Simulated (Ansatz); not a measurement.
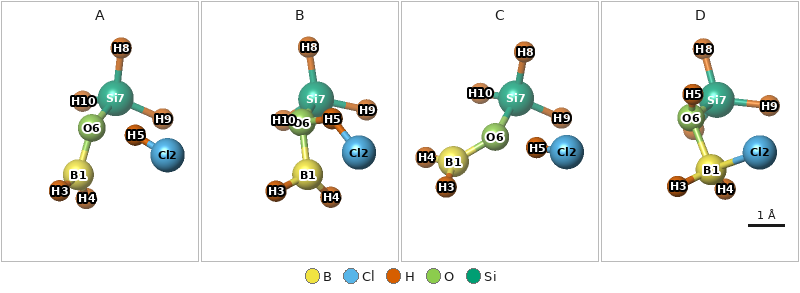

4 geometries from a converged minimum-energy path of BSiH6OCl, shuffled. Style: ball-and-stick. Shown from a free direction.

These are results of Ansatz, RKS revPBE/6-31G*, not measurements. Run with 5 movable images; climbing image; force threshold 0.05 eV/Å; iteration limit 60; starting path through a guess of the saddle point.

**One of them is the converged climbing image. Which?**

B. In order along the path, whose images run from 0 to 6: D (image 0, 0.0 kJ/mol), B (image 2, +73.5 kJ/mol), A (image 4, −2.4 kJ/mol), C (image 6, −12.9 kJ/mol). Breaking: B1–Cl2 (1.87 → 2.24 at the top → 4.10 Å), H5–O6 (0.98 → 1.33 at the top → 1.98 Å). Forming: Cl2–H5 (2.71 → 1.51 at the top → 1.31 Å).

The run took 2.3 min on 2 threads of Intel(R) Xeon(R) Platinum 8488C (Sapphire Rapids) (shared host), peak memory 0.15 GiB.
